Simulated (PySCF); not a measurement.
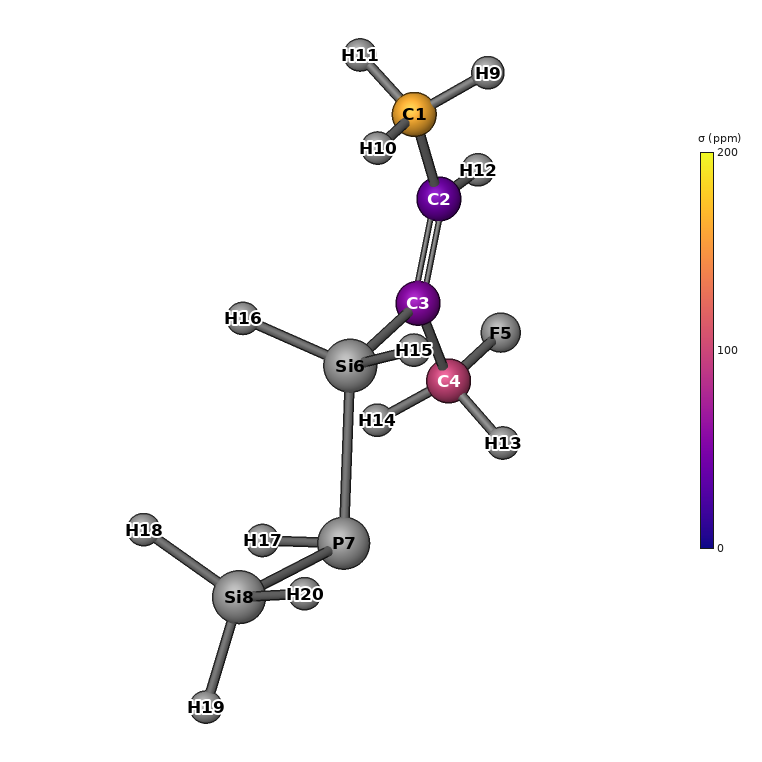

Atoms are coloured by their isotropic NMR shieldings (C only, the others grey). The computed structure is the end point of a GFN2-xTB optimisation. No frequency run is at hand to confirm it as a minimum. Level of theory: GIAO PBE0/pcSseg-1 NMR shielding, non-relativistic, gas phase (PySCF 2.14.0).

Which C atom is the most shielded (lowest chemical shift)?

C1 (164.6 ppm).

Which C atom is the least shielded (highest chemical shift)?

C2 (42.7 ppm).

How wide is the range of C shifts?

121.9 ppm.

List the isotropic NMR shieldings of the C atoms.

```tsv
atom	σ (ppm)
C1	164.6
C2	42.7
C3	56.2
C4	98.5
```

The geometry is semi-empirical. Around P, Si such bond lengths and angles can be off by a tenth of an ångström or more and by several degrees, and values that hang on the shape move with them.
